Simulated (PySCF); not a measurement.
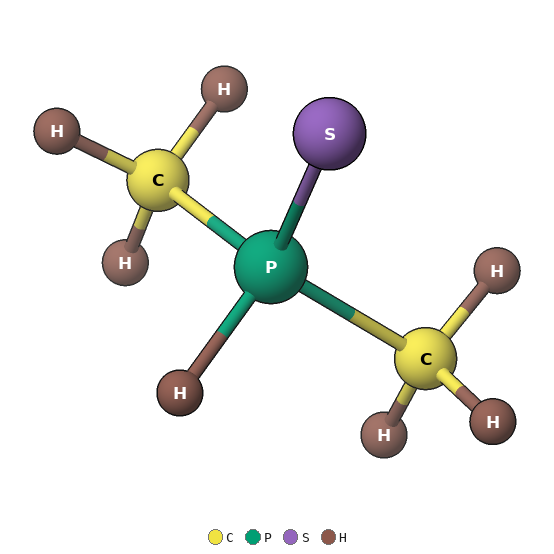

Ball-and-stick drawing of a structure.

Computed geometry: PBE0-D3(BJ)/def2-SVP optimisation. No frequency run is at hand to confirm it as a minimum.

Give the formula.

Answer. C2H7PS, 11 atoms: 2 carbon, 7 hydrogen, 1 phosphorus and 1 sulfur.

Which point group does it belong to?

Answer. Cs.

How many atoms are distinct by symmetry?

Answer. 7: 2 C, 1 P, 1 S, 2 H, 2 H, 2 H, 1 H.

Describe its rings.

Answer. It has no ring.

Write the SMILES.

Answer. C[PH](C)=S

The parts below concern this one geometry. Atoms keep their numbers from picture to picture.

Geometry

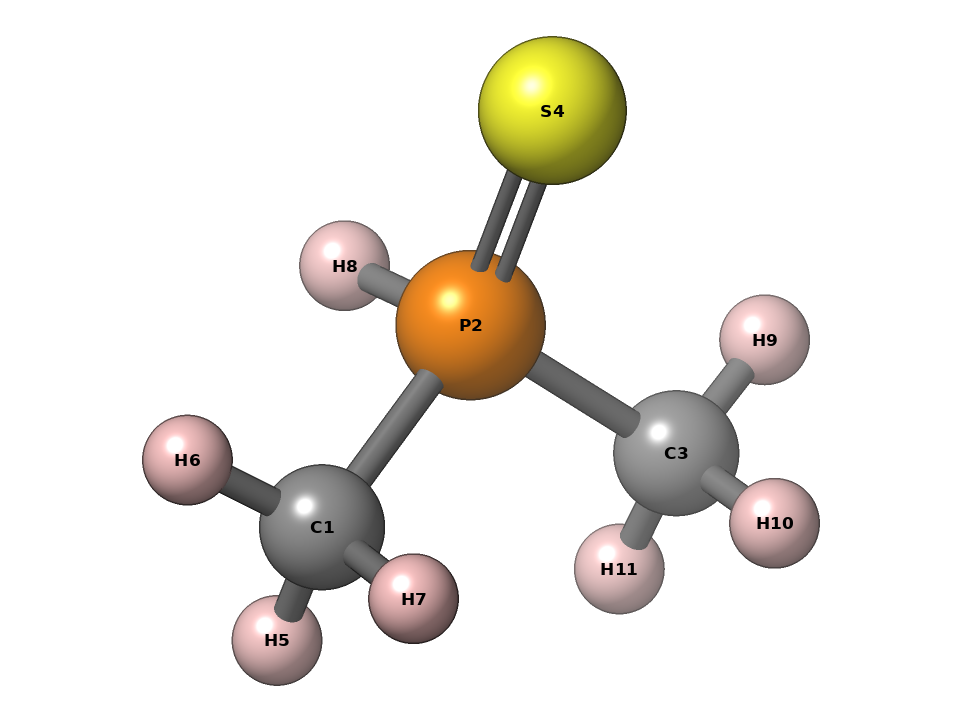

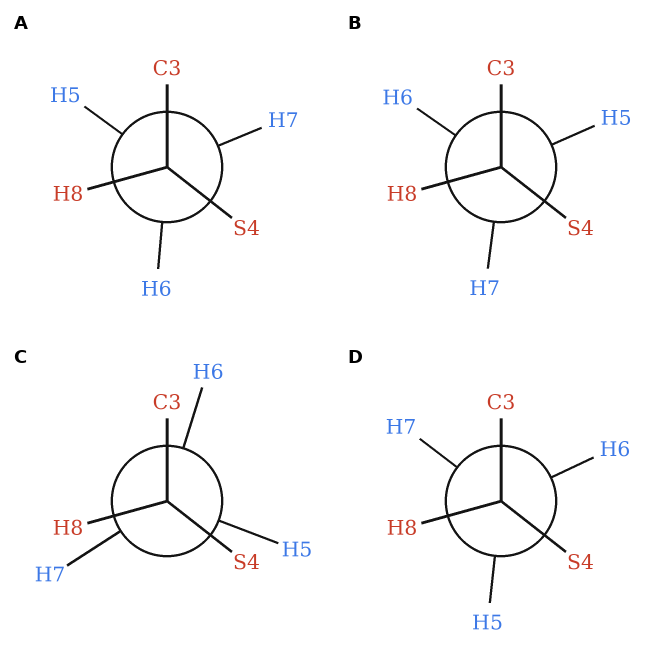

Atoms fade into the background with distance from the viewer. Bonds that would overlap in a projection are set slightly apart. No frequency run is at hand to confirm it as a minimum.

Which Newman projection shows the view along P2–C1, with P2 in front?

Answer. A. The torsion angle S4–P2–C1–H5 is 178°, antiperiplanar (anti).

Electronic properties

No frequency run is at hand to confirm it as a minimum. Method: ωB97X-D/pcSseg-1 in chloroform (IEF-PCM) (PySCF 2.14.0).

What does the calculation give?

- dipole moment: 6.34 D
- HOMO energy (Kohn–Sham orbital): −8.57 eV
- LUMO energy (Kohn–Sham orbital): 2.60 eV
- HOMO–LUMO gap: 11.17 eV

NMR shielding

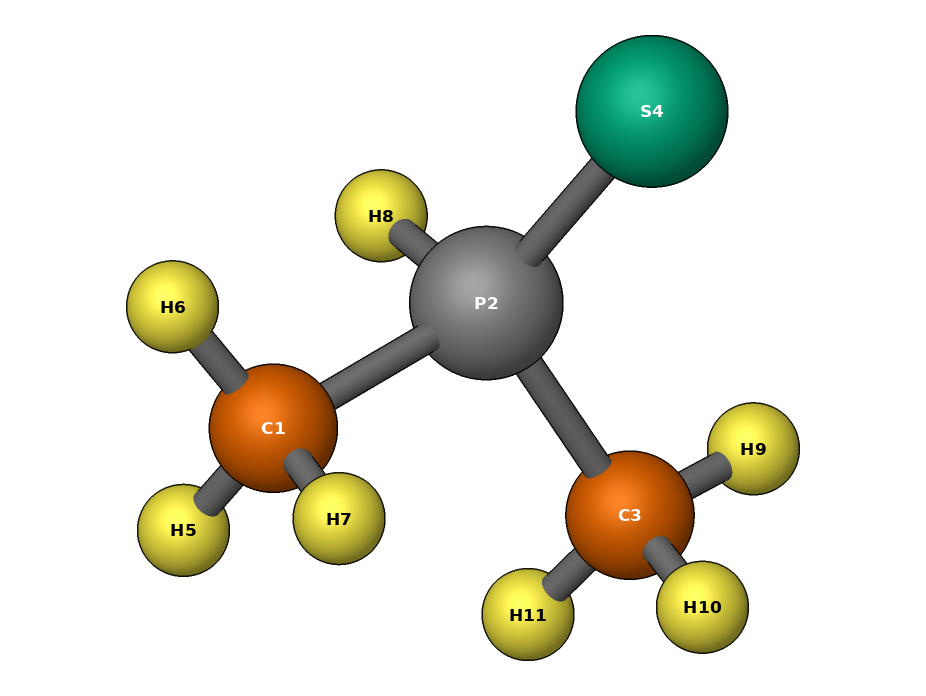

No frequency run is at hand to confirm it as a minimum. Properties computed with GIAO PBE0/pcSseg-1 NMR shielding, non-relativistic, IEF-PCM acetonitrile (PySCF 2.14.0). Principal shieldings σ11 ≤ σ22 ≤ σ33, span Ω = σ33 − σ11, skew κ = 3(σiso − σ22)/Ω.

Give the shielding tensors of the C atoms.

| atom | σ11 | σ22 | σ33 | σiso | Ω | κ |
| --- | --- | --- | --- | --- | --- | --- |
| C1, C3 | 143.1 | 156.4 | 188.7 | 162.7 | 45.6 | 0.41 |

Shieldings and span in ppm.

Polarisability

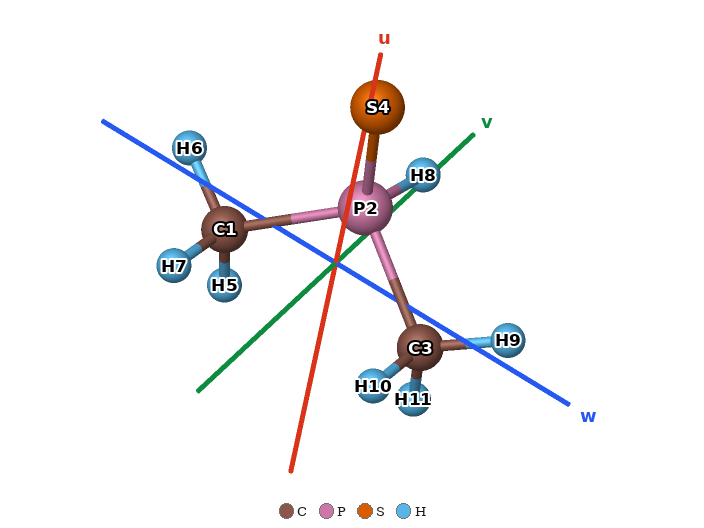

The lines u, v and w are the principal axes of the static dipole polarisability. No frequency run is at hand to confirm it as a minimum. Method: CAM-B3LYP/def2-SVPD in chloroform (IEF-PCM) (PySCF 2.14.0).

Along which axis is the molecule most polarisable, and along which least?

Answer. Most along u (nearly parallel to the P2–S4 bond), least along v.

Give the three principal values.

Answer. u 109.8, v 81.4, w 90.3 bohr³; mean 93.9, anisotropy 25.2 bohr³.

Bond orders

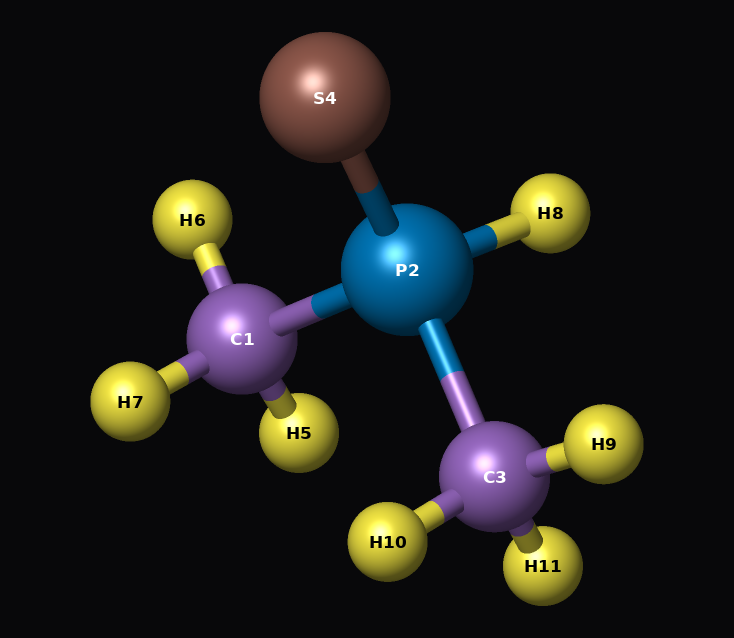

Every bond is drawn as one stick. No frequency run is at hand to confirm it as a minimum. Method: PBE0/pcSseg-1 in acetonitrile (IEF-PCM) (PySCF 2.14.0).

Which bond has the highest Mayer bond order?

Answer. P2–S4, 1.50, at a length of 1.943 Å.

List the Mayer bond orders of C1–P2, P2–S4, P2–H8, C1–H6, C1–H7, C1–H5 (one bond of each equivalent set).

| bond | Mayer order | length (Å) |
| --- | --- | --- |
| C1–P2 | 0.97 | 1.822 |
| P2–S4 | 1.50 | 1.943 |
| P2–H8 | 0.87 | 1.427 |
| C1–H6 | 0.94 | 1.099 |
| C1–H7 | 0.94 | 1.100 |
| C1–H5 | 0.93 | 1.100 |
